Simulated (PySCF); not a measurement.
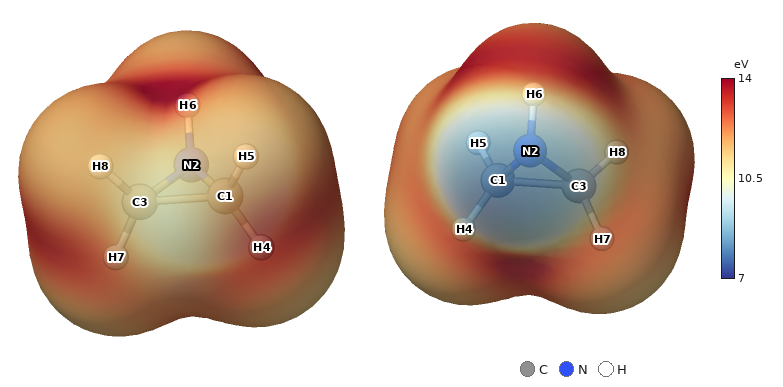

Figure 1: C2H5N, SMILES `C1NC1`. Average local ionisation energy on the surface of electron density 0.001 a.u. (back view left, front view right).

Computed with PySCF, PBE0/aug-cc-pVDZ, geometry: GFN2-xTB. No frequency check shows the geometry to be a minimum.

Coordinates in Å:

```
C1       0.7387   -0.3903    0.0271
N2      -0.0001    0.8346   -0.1692
C3      -0.7386   -0.3903    0.0271
H4       1.2629   -0.7460   -0.8492
H5       1.2625   -0.5597    0.9612
H6      -0.0000    1.4531    0.6360
H7      -1.2628   -0.7461   -0.8492
H8      -1.2625   -0.5597    0.9612
```

Locate the minima of the map.

Answer. The lowest value is 7.9 eV, 2.0 Å from N2. Further minima include 10.5 eV, near H8 (1.92 Å), H5 (2.00 Å) and C3 (2.12 Å); 11.3 eV, 1.3 Å from H4, and at like points elsewhere; 11.7 eV, 1.3 Å from H6. For comparison, the highest occupied orbital lies at −7.1 eV.
